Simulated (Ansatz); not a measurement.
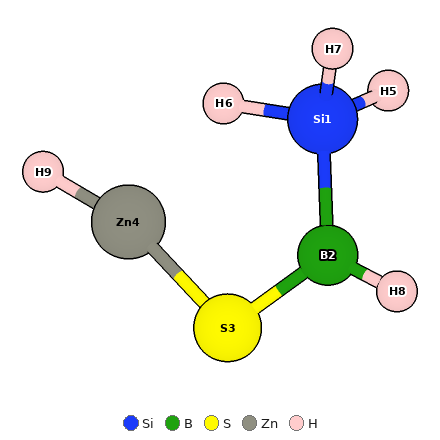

The system is BH5SSiZn, SMILES [SiH3]B[S][ZnH]; the picture shows the reference structure. First axis: dihedral B2–S3–Zn4–H9. Second axis: dihedral Si1–B2–S3–Zn4. Nothing is relaxed (all other coordinates rigid). Grid: 10 × 10 points. Points are written as (first, second). Energies are in kJ/mol, from the lowest grid point. Energies and slopes of some neighbouring points disagree (a jump in structure or state, or too coarse a mesh). Computed with RKS PBE-D4/def2-SVP (Ansatz).

Its coordinates:

```xyz
9

Si    0.1899    0.6619   -0.9851
B     0.9686   -1.0911   -0.3629
S     0.4350   -1.7914    1.1845
Zn   -1.0401   -0.2072    1.8265
H    -0.6227    0.6075   -2.2546
H    -0.8041    1.0905    0.1093
H     1.1615    1.8093   -1.1055
H     1.8000   -1.7130   -0.9982
H    -2.0881    0.6334    2.5858
```

Range: dihedral B2–S3–Zn4–H9 from −180 to 144°; dihedral Si1–B2–S3–Zn4 from −180 to 144°.

**Predict the map.**

The lowest grid point is at (−180°, 0°). Other grid points that lie below all their neighbours: (0°, −180°) (21 kJ/mol higher). The highest grid point, (−36°, −108°), lies 74 kJ/mol above the lowest.

```csv
"dihedral Si1–B2–S3–Zn4 ↓, dihedral B2–S3–Zn4–H9 →",−180,−144,−108,−72,−36,0,36,72,108,144
144,37,36,35,36,37,39,40,40,40,39
108,69,68,68,69,71,73,74,74,73,71
72,67,68,71,72,72,71,69,67,65,65
36,25,28,32,34,34,31,28,24,22,23
0,0,2,6,14,21,25,21,14,6,2
−36,25,22,22,24,27,31,34,34,31,28
−72,66,65,65,67,69,71,72,72,70,68
−108,69,71,73,74,74,73,72,69,68,68
−144,37,39,40,40,40,39,37,36,35,36
−180,21,21,21,21,21,21,21,21,21,21
```

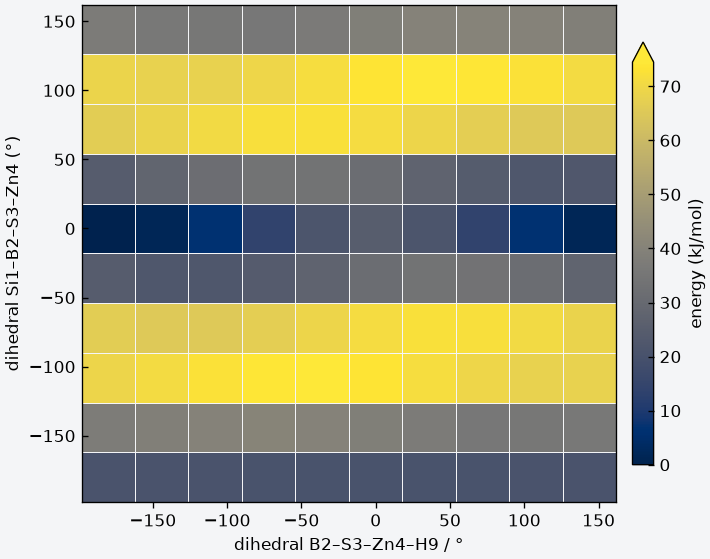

Drawn: one coloured cell a grid point, one colour for all values above the top of the scale.

The whole map (100 points run) took 18 min on 1 thread of Intel(R) Xeon(R) Processor @ 2.50GHz (Skylake/Cascade Lake) (shared host).
